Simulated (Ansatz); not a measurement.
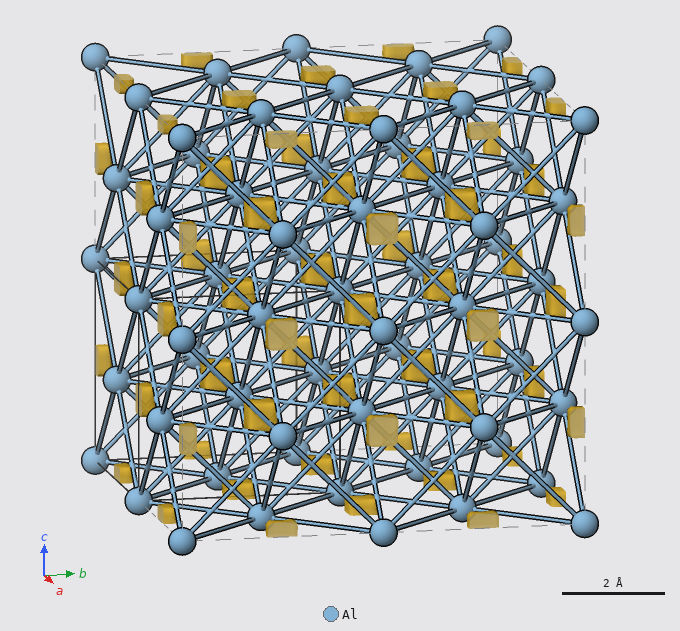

The yellow surface encloses the points that the centre of a probe sphere of radius 0.30 Å can occupy in Al (Fm-3m), computed on a grid of about 0.11 Å (2×2×2 cells shown, view slightly off an axis; pale faces close the region where the box cuts it).

Hard-sphere model; touching radii (half the shortest distance): Al 1.43 Å.

Source of the atomic positions: the input geometry of an electronic-structure calculation (not necessarily at equilibrium).

```xyz
4
Lattice="4.0500 0.0000 0.0000 0.0000 4.0500 0.0000 0.0000 0.0000 4.0500" Properties=species:S:1:pos:R:3 pbc="T T T"
Al    0.0000    0.0000    0.0000
Al    0.0000    2.0250    2.0250
Al    2.0250    0.0000    2.0250
Al    2.0250    2.0250    0.0000
```

Describe the connectivity of the accessible space.

They are isolated pockets that do not connect across cells.

What share of the cell can the probe's centre reach?

About 1.5 % of the volume (0.97 Å³ of 66.4 Å³).

Give the largest included and the largest free sphere.

The largest sphere that fits anywhere has a diameter of 1.19 Å; the largest that can travel through the crystal, about 0.4 Å.

How does the connectivity change as the probe shrinks?

Below a radius of about 0.22 Å the space forms a three-dimensional network. These are grid estimates, good to about 0.05 Å.
